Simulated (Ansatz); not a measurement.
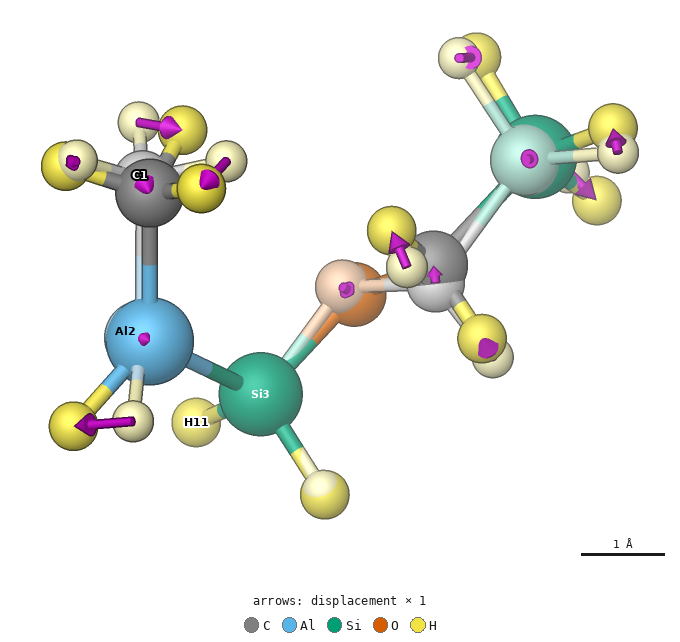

A relaxation of C$_{2}$H$_{11}$AlOSi$_{2}$. The starting structure is drawn faded, the final one solid; purple arrows show the displacements, at their true length. The two geometries are superimposed by the best rigid fit.

The picture is a ball-and-stick view, seen at a tilt.

The run prepares the start of a later molecular dynamics calculation, from a guessed geometry.

Theory: UKS PBE/STO-3G (Ansatz). Settings: collinear spin; force threshold 0.02 eV/Å; at most 40 steps.

> Atoms of which element are displaced furthest, and by how much?

Hydrogen: up to 0.86 Å, against 0.36 Å for carbon.

> What did the optimiser do to the structure, and how much energy did it gain?

Over 18 geometry steps the energy falls by 0.921 eV. Largest force component: 4.6 eV/Å at the start, 0.018 eV/Å at the end. The forces were under the threshold at step 13, but the run went on from there. The largest move after the best rigid fit is that of an H atom, 0.86 Å. By element the largest moves are H 0.86 Å, C 0.36 Å, Si 0.28 Å, O 0.24 Å, Al 0.15 Å. Near-neighbour distances that change, for instance: O–Si 1.658 → 1.762 Å, Al–H 1.583 → 1.518 Å, Al–Si 2.384 → 2.319 Å, C–H 1.160 → 1.106 Å. Bond angles that change, for instance: Al–Si–O 107.2° → 116.9°, O–Si–H 114.5° → 107.6°, O–Si–H 108.9° → 102.1°. Groups turn about O–Si by about 20°. Cost: 2.4 min on 1 thread of Intel(R) Xeon(R) Platinum 8259CL CPU @ 2.50GHz (Skylake/Cascade Lake), on a shared host, peak memory 0.22 GiB.

Limits of the set-up: STO-3G is a minimal basis, so the numbers are rough.
